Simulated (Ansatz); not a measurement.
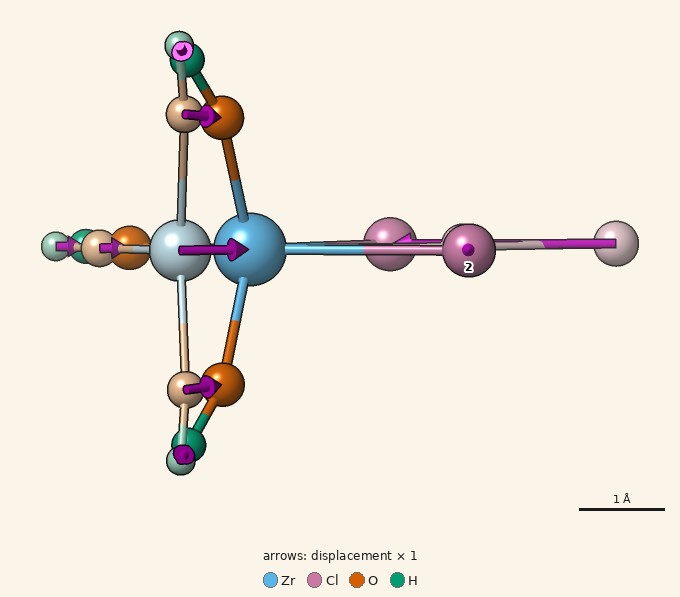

This is a relaxation of ZrH3O3Cl2 (multiplicity 2). The starting structure is drawn faded, the final one solid; purple arrows show the displacements, at their true length. The two geometries are superimposed by the best rigid fit.

The picture is a ball-and-stick view, seen at a tilt.

The run prepares an end point of a later path (reaction) calculation, from a guessed geometry.

Level of theory: UKS PBE/def2-SVP in Ansatz 0.2.0. Settings: collinear spin; force threshold 0.03 eV/Å; at most 50 steps.

What happened in the run?

After 23 accepted moves (24 points after the start) the energy has fallen by 290.0 kJ/mol. The largest force component goes from 2.4 to 0.011 eV/Å. The line search rejected the trial step at point 20 of the run. The atom that moves furthest after the best rigid fit is a Cl atom (2.69 Å). Largest moves by element: Cl 2.69 Å, Zr 0.92 Å, O 0.57 Å, H 0.39 Å. Some distances before and after: Cl–Zr 5.787 → 2.597 Å, Cl–Zr 3.698 → 2.652 Å, Cl–Cl 2.097 → 2.666 Å, O–Zr 1.918 → 1.929 Å. New bonds form, among them: Cl–Zr (5.79 → 2.60 Å). Among the angles between lasting bonds that change: O–Zr–O 117.7° → 103.5°, Zr–O–H 177.4° → 164.8°, Zr–O–H 174.7° → 164.3°. The run took 85 s on 4 threads of Arm Neoverse V1, with other jobs on the host, peak memory 0.27 GiB.

Limits of the set-up: the start holds two separate molecules, 3.7 Å apart at their closest, whose relative position is a soft coordinate and is computed without a dispersion correction.
